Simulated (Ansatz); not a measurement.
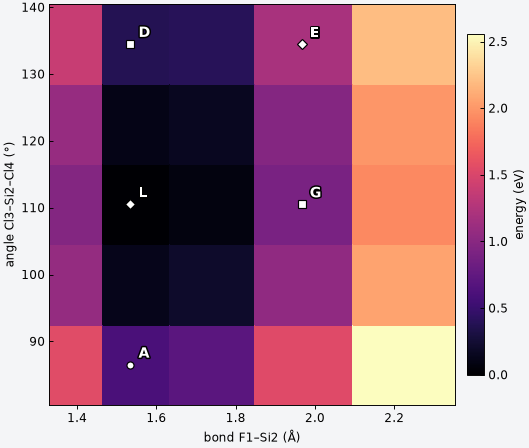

Cl2FSi, SMILES F[Si](Cl)Cl, spin multiplicity 2. Two internal coordinates are moved rigidly from the geometry relaxed at PBE0-D4/def2-TZVP, all others fixed. Coordinates scanned: (1) bond F1–Si2; (2) angle Cl3–Si2–Cl4. The scan uses a 5 × 5 grid. Energies are in eV, from the lowest grid point. Level of theory: Ansatz, UKS PBE-D4/def2-TZVPP.

Drawn: one coloured cell a grid point, lettered points.

Question: What kind of point is each of G, L: minimum, saddle, maximum or slope?

Answer: G: on a slope; L: minimum. (In these two coordinates alone; a stationary point may lie a little off the grid point.)

Question: Rank the lettered points by energy, lowest first.

Answer: L (0.00 eV), D (0.38 eV), A (0.61 eV), G (0.90 eV), E (1.19 eV).
